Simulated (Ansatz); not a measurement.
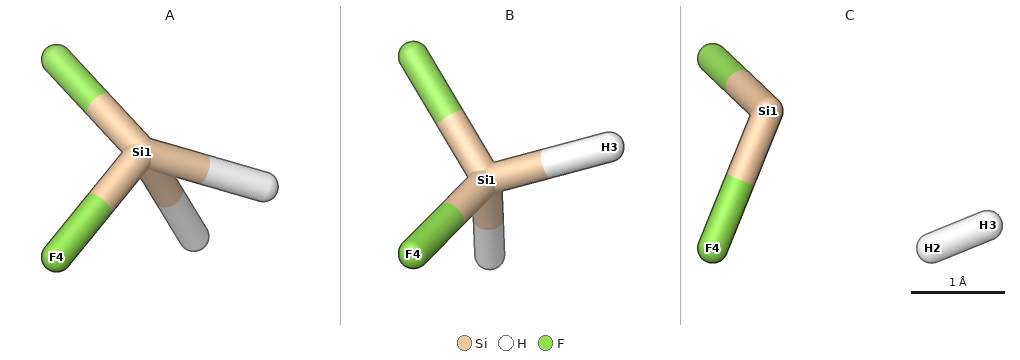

Three geometries of SiH₂F₂: a saddle point and the two relaxed ends that it joins, in shuffled order. A stick model, seen at a tilt. Sticks join atoms that are closer than about 1.2 times the sum of their covalent radii (a little more with hydrogen).

Stationary points at PBE0-D4/def2-TZVP, single-point energies with CCSD(T)/CBS, wB97M-V, B3LYP-D4, r2SCAN0-D4, PBE-D4, CAM-B3LYP-D4 (def2-TZVPP where no basis is named; Ansatz 0.2.0). The energies are electronic, without zero-point or thermal terms, and both ends are the relaxed geometries reached downhill from the saddle, with any fragments still in contact. CCSD(T)/CBS stands for a frozen-core estimate: MP2 correlation extrapolated from def2-TZVPP and def2-QZVPP, CCSD(T) minus MP2 from the smaller set.

Identify the saddle point and describe the reaction.

Answer. Frame A is the saddle point. Counted by bonded pieces, B holds SiH₂F₂ and C holds H₂ + SiF₂. From B over the saddle to C, a bond forms: H–H (2.48 → 1.23 → 0.75 Å). Bonds break: H–Si (1.47 → 1.76 → 3.23 Å), H–Si (1.47 → 1.48 → 3.28 Å). The saddle has one imaginary mode, 1518i cm⁻¹. The end C keeps a soft imaginary mode of 62i cm⁻¹, so it isn't quite a minimum. With CCSD(T)/CBS the barrier is 87.9 kcal/mol from B and 49.7 kcal/mol from C, and C lies 38.2 kcal/mol above B. By Pauling bond orders of the changing bonds the saddle lies closer to B, the lower end, against what Hammond's postulate suggests.

```
       level  barrier from B (kcal/mol)  barrier from C (kcal/mol)  C less B (kcal/mol)
 CCSD(T)/CBS                       87.9                       49.7                 38.2
     wB97M-V                       88.2                       53.5                 34.7
    B3LYP-D4                       85.5                       50.0                 35.5
  r2SCAN0-D4                       88.5                       45.8                 42.7
      PBE-D4                       77.6                       43.7                 33.9
CAM-B3LYP-D4                       89.5                       51.5                 38.0
```

Against CCSD(T)/CBS, wB97M-V comes closest on the barrier from B (+0.3 kcal/mol) and PBE-D4 misses most (−10.3 kcal/mol).
